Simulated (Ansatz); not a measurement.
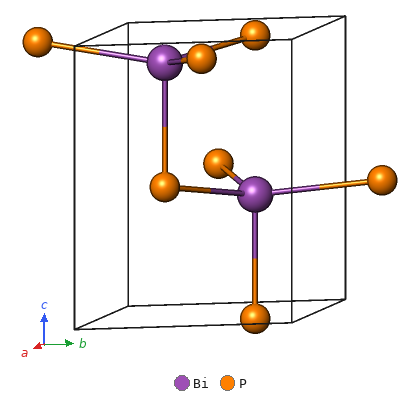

BiP, space group P6_3mc (No. 186), a = 4.905 Å, b = 4.905 Å, c = 6.173 Å, α = 90.00°, β = 90.00°, γ = 120.00°. Geometry: the structure of a calculation's input, shown in its standard cell. It was generated, so it need not be a known form of this composition. Forms under 0.4 % of the area are left out. Forms are taken in the Laue class: a face and its opposite count as one form.

Question: Estimate the growth shape by the BFDH rule (face distance proportional to 1/d, absences counted).

Answer: The forms computed, by share of the surface:

```tsv
form	faces	d (Å)	share of area (%)
{100}	6	4.248	47.0
{101}	12	3.500	43.5
{002}	2	3.087	9.5
```

Widths along a, b and c stand as 1.00 : 1.00 : 1.19.

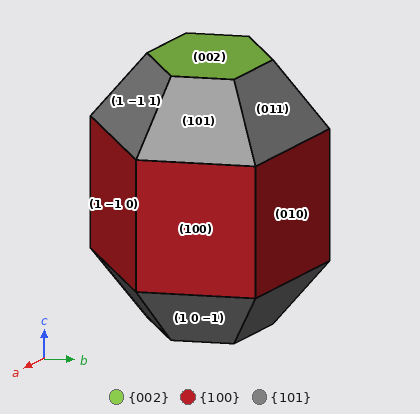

The computed shape, faces indexed. The rule is geometric and ignores bonding and growth conditions.
